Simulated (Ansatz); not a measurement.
```yaml
atoms:
  - { symbol: C, position_ang: [-0.6102, 0.6513, -0.4616] }
  - { symbol: C, position_ang: [0.6342, -0.1341, -0.2360] }
  - { symbol: N, position_ang: [0.6996, -0.9306, 1.0451] }
  - { symbol: H, position_ang: [-1.1039, 0.4511, -1.4185] }
  - { symbol: H, position_ang: [-0.5026, 1.7329, -0.3168] }
  - { symbol: H, position_ang: [1.5623, 0.4704, -0.2088] }
  - { symbol: H, position_ang: [0.7853, -0.8789, -1.0329] }
  - { symbol: H, position_ang: [0.6427, -0.2308, 1.7848] }
  - { symbol: H, position_ang: [-0.2309, -1.3489, 1.0997] }
```

Geometry: PBE0-D4/def2-TZVPD; the highest occupied orbital lies above zero, a sign that basis and functional describe the outermost electron poorly.

These are results of Ansatz 0.2.0, RKS PBE0-D4/def2-TZVPPD, not measurements.

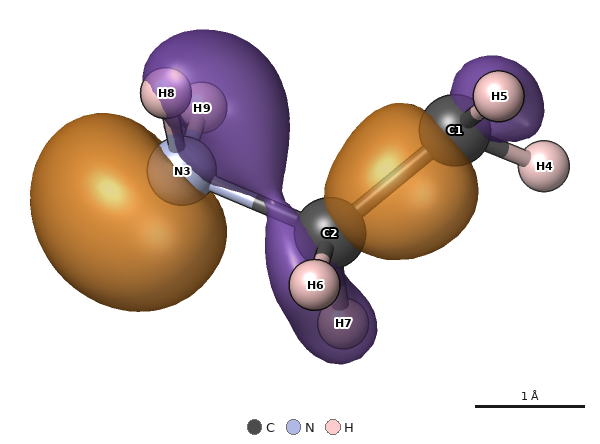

C2H6N (charge −1). The HOMO−1 at ±0.15 Å⁻³ᐟ² (orange and purple are the two phases), seen at a tilt.

Question: Describe this orbital and give its energy.

Answer: By Hirshfeld shares it lies mainly on N3 (about 60 %), C2 (about 10 %) and C1 (about 10 %). Its energy is −1.98 eV.
